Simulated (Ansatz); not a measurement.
```
Sr Re
1.0
     7.54987    0.00000    0.00000
    -3.77493    6.53838    0.00000
     0.00000    0.00000    5.37127
Sr Re
6 2
Direct
  0.81655 0.63311 0.25000
  0.18345 0.81655 0.75000
  0.36689 0.18345 0.25000
  0.18345 0.36689 0.75000
  0.81655 0.18345 0.25000
  0.63311 0.81655 0.75000
  0.33333 0.66667 0.25000
  0.66667 0.33333 0.75000
```

Space group P6₃/mmc; started from the Ni3Sn (D0_19)_194 prototype, which need not be the ambient phase; computed without spin polarisation.

Level of theory: Ansatz 0.2.0, DFT PBE, scalar-relativistic, plane waves, PAW.

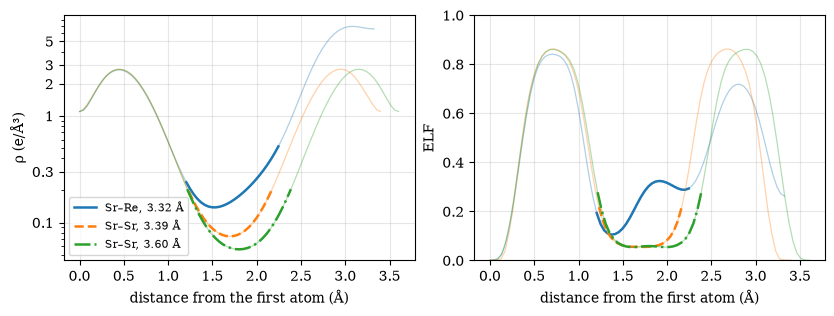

Sr3Re. Valence electron density and electron localisation function along straight lines between neighbouring atoms. Thin, pale parts lie inside the atomic spheres.

In a PAW calculation such maps are meaningful between the atoms, not at the nuclei.

Question: What can be read from the curves?

Answer: Sr–Re (3.32 Å): ρ at the midpoint is about 0.15 e/Å³; the ELF is about 0.25 at the midpoint; no localised pair shows between them.
Sr–Sr (3.39 Å): ρ at the midpoint is about 0.07 e/Å³; the ELF is about 0.05 at the midpoint (no shared electron pair shows on this line).
Sr–Sr (3.60 Å): ρ is about 0.06 e/Å³ halfway; the ELF is about 0.05 at the midpoint (no shared electron pair shows on this line).
